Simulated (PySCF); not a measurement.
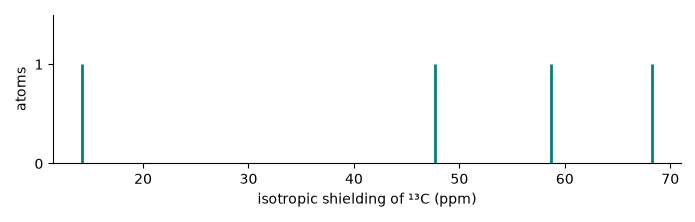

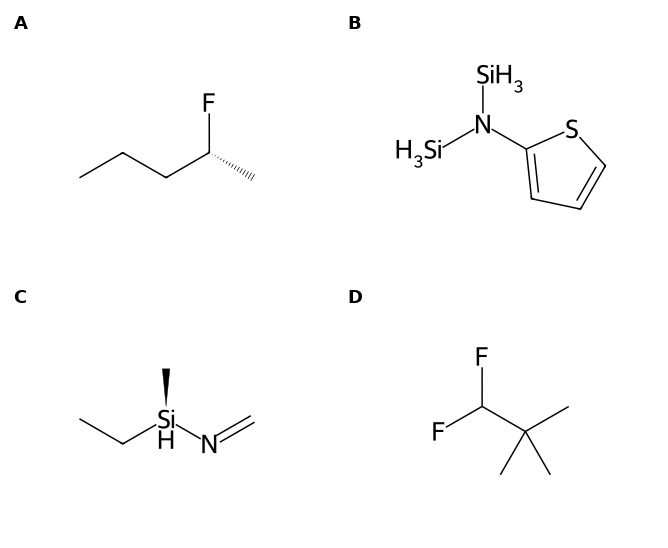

The sticks are computed shieldings of one of the molecules, for one fixed geometry (PBE0-D3(BJ)/def2-SVP) without averaging over rotations. Low shielding means a high chemical shift. Method: GIAO B3LYP/pcSseg-1 NMR shielding, non-relativistic, gas phase (PySCF 2.14.0).

### Which molecule gives this pattern?

B, `[SiH3]N([SiH3])c1cccs1`. Its 4 C atoms give lines at 14.2, 47.7, 58.6, 68.3 ppm.
